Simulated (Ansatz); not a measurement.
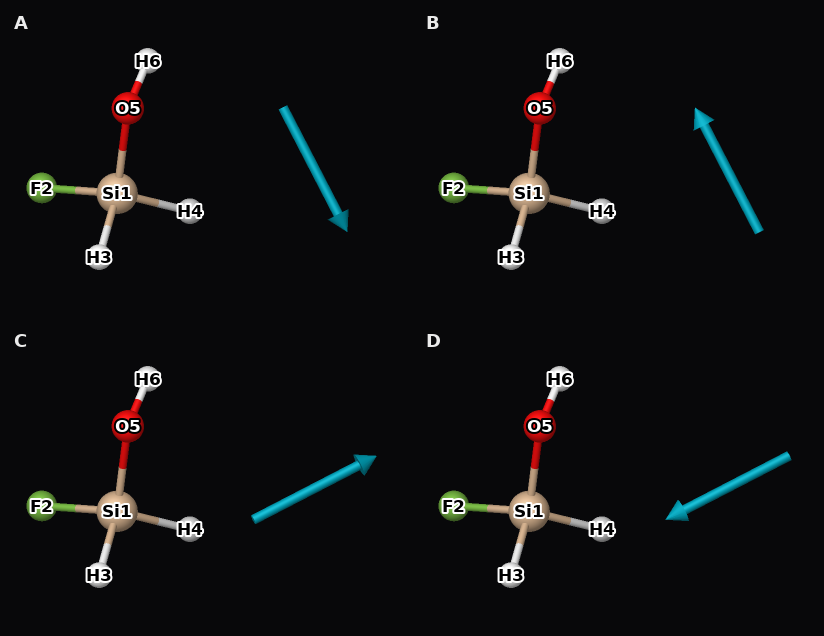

The same molecule four times, each with an arrow. Computed geometry: PBE0-D4/def2-TZVP optimisation. Properties computed with RKS PBE0-D4/def2-TZVP (Ansatz 0.2.0).

Which arrow points along the dipole moment, from the negative to the positive end?

C. The dipole moment is 1.63 D; it points from the side of F2, H3 to the side of H6 (the outermost atoms at the two ends).
